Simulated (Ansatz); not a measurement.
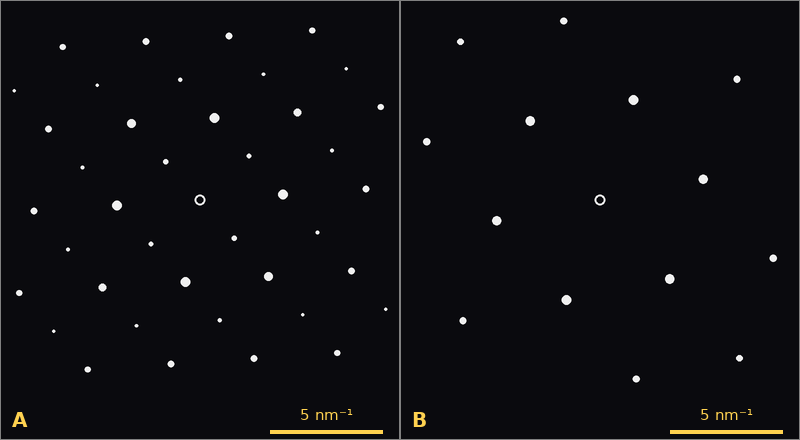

Kinematic electron diffraction patterns (200 kV, B = 0.5 Å², same scale, each along a low-index zone) of two structures of composition AgBi, each relaxed at zero pressure with Ansatz, DFT PBE, scalar-relativistic, plane waves, PAW.

The structures (standard cells):
1. Fm-3m (No. 225), a = 5.960 Å, 8 atoms; generated start, possibly hypothetical
2. P4/mmm (No. 123), a = 3.390 Å, c = 4.328 Å, 2 atoms; generated start, possibly hypothetical

Which pattern belongs to which structure, and along which zone?

A is structure 2 along [100] or an equivalent direction: rectangular net of 0 0 1 at d = 4.33 Å and 0 1 0 at d = 3.39 Å, 90.0° apart. B is structure 1 along [111] or an equivalent direction: hexagonal net of -2 2 0 at d = 2.11 Å and -2 0 2 at d = 2.11 Å, 60.0° apart.

Which structure lies lowest at this level of theory, and by how much?

Structure 2 (P4/mmm, 24.87 Å³ an atom) is the lowest of these; structure 1 (Fm-3m, 26.47 Å³ an atom) lies about 70 meV an atom higher. These are static energies at 0 K; other structures, not shown, may lie lower still.
